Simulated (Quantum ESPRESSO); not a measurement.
# Voltage at the next charge: Au(111), 4 layers, one monolayer of Cl on fcc sites against an electrode

**Set-up.** Quantum ESPRESSO 7.5, PBE, GBRV ultrasoft; ESM with bc3, a metal electrode 6.50 Å above the top atoms; cell area 7.208 Å²; ions fixed. V is the potential energy of an electron at the electrode over the slab's Fermi level, divided by e, so that it equals the work function at zero charge; positive charge removes electrons.

| charge (e a cell) | V (V) |
| --- | --- |
| 0 | 6.715 |
| 0.0108 | 8.219 |
| 0.0216 | 9.726 |

One more run was made and is withheld. What is V at a charge of 0.0432 e, and what capacitance do the rows imply?

**Worked estimate.** The last two rows give dV/dq = (9.726 − 8.219)/(0.0216 − 0.0108) = 139.5 V/e, so C = 1602/(7.208 × 139.5) = 1.59 µF/cm², an effective gap of 8.854/1.59 = 5.56 Å. At constant C, V = 9.726 + 139.5 × 0.0216 = 12.74 V.

**Check.** V = 12.754 V; the estimate misses by −0.01 V, 0.5 % of the step. Over the three intervals C goes 1.60, 1.59 and 1.59 µF/cm².

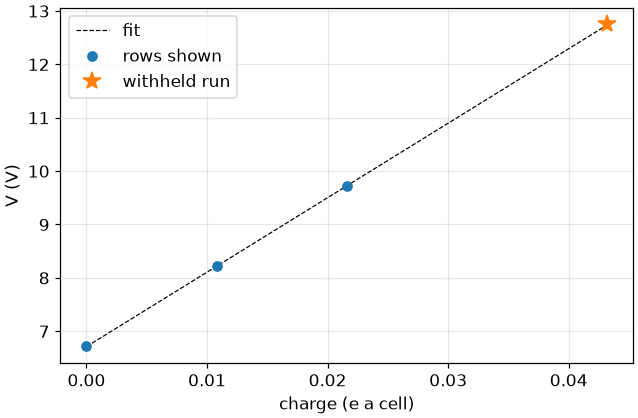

The rows shown, the fit and the withheld run.

**Limits.** Vacuum fills the gap; a dielectric or electrolyte would change C. The slab is thin.
